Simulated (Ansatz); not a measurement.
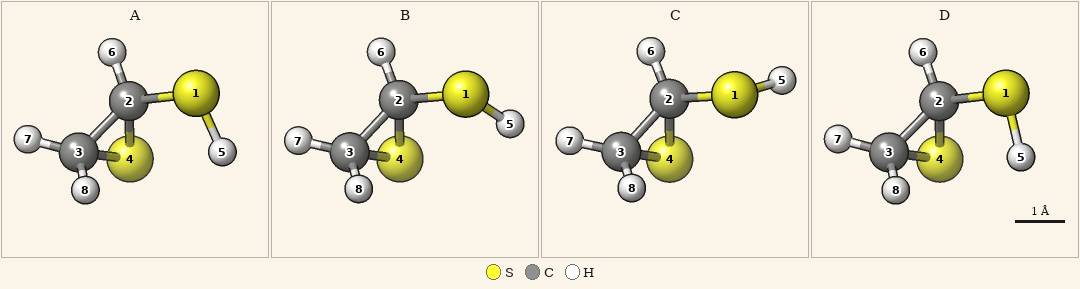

4 geometries from a converged minimum-energy path of C2H4S2, shuffled. The picture is a ball-and-stick view, seen at a tilt.

Theory: RKS revPBE/def2-SVP in Ansatz. Run with 5 movable images; climbing image; force threshold 0.03 eV/Å; iteration limit 60; starting path by image-dependent pair potential.

One of them is the converged climbing image. Which?

B. In order along the path, whose images run from 0 to 6: D (image 0, 0.0 kJ/mol), A (image 1, +1.3 kJ/mol), B (image 3, +5.9 kJ/mol), C (image 5, +0.6 kJ/mol). The motion is a rotation about the S1–C2 bond by about 115°. No bond forms or breaks between the ends. Bond angles that change up to the highest image, for instance: S1–C2–C3 123.7° → 119.9°, S1–C2–H6 108.1° → 111.7°.

The run took 29 s on 1 thread of AMD EPYC 9R45 96-Core Processor (Zen 5) (shared host), peak memory 0.14 GiB.
